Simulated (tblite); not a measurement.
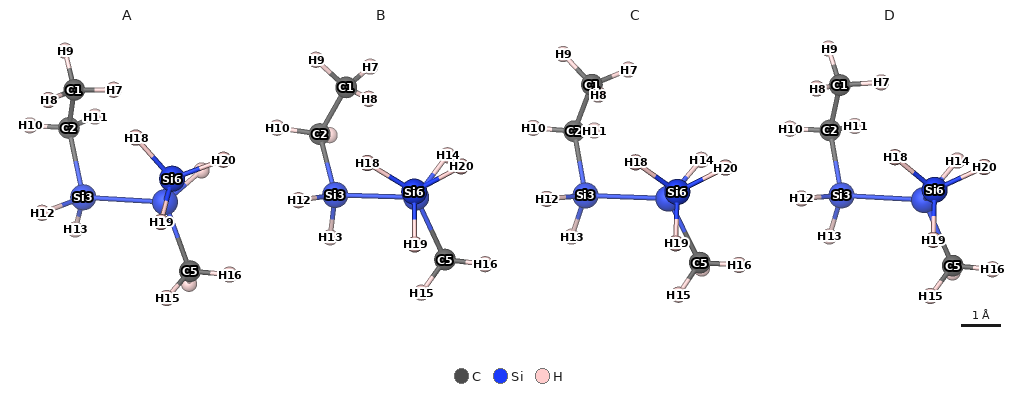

4 geometries from one relaxation of C3H14Si3, in shuffled order. The picture is a ball-and-stick view, seen from a free direction.

Method: GFN2-xTB geometry optimisation, gas phase in tblite 0.8.0. 

**Put them in the order of the run, from the start to the converged end.**

B, C, D, A. They are steps 0, 58, 75, 189, at +63.0 kJ/mol, +12.7 kJ/mol, +4.50 kJ/mol relative to the last. The largest moves after the best rigid fit, 1.78 Å, are those of H atoms. Largest moves by element: H 1.78 Å, C 0.71 Å, Si 0.51 Å. Near-neighbour distances that change, for instance: Si–Si 2.229 → 2.329 Å, Si–Si 2.248 → 2.327 Å, C–Si 1.858 → 1.909 Å, C–H 1.126 → 1.091 Å. Bond angles that change, for instance: Si–Si–H 106.7° → 115.7°, Si–Si–Si 108.5° → 117.2°, H–Si–H 113.3° → 106.2°. Groups turn about C–C by about 55°, Si–Si by about 25°, C–Si by about 25°. After 189 geometry steps the energy has fallen by 63.0 kJ/mol. Cost: 2.9 s on 1 thread of Arm Neoverse N1 (shared host).
